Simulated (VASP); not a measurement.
Given:

```
CELL_PARAMETERS angstrom
      0.00000     3.19500     3.19500
      3.19500     0.00000     3.19500
      3.19500     3.19500     0.00000
ATOMIC_POSITIONS crystal
  Ba 0.00000 0.00000 0.00000
  S  0.50000 0.50000 0.50000
```

These are PBE GGA with D3 dispersion (Becke-Johnson damping), VASP's PBE PAW potentials (set 64) (plane waves; VASP) values and carry that method's errors. Run with 520 eV cut-off, 8×8×8 Γ-centred mesh, tetrahedra with Blöchl corrections, potentials Ba_sv S.

Unless said otherwise, spin-orbit coupling is left out, though it shifts the bands of the heavy elements here.

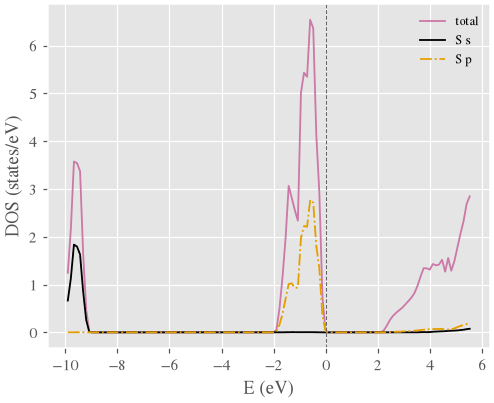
Total and projected density of states, zero at the valence-band maximum

Within 2 eV below the valence-band maximum the largest weight inside VASP's projection spheres is S p.

The gap is indirect, 2.11 eV, from the valence maximum at Γ to the conduction minimum at X.

The compound is BaS in the rock salt structure. The cell was not relaxed at this level.
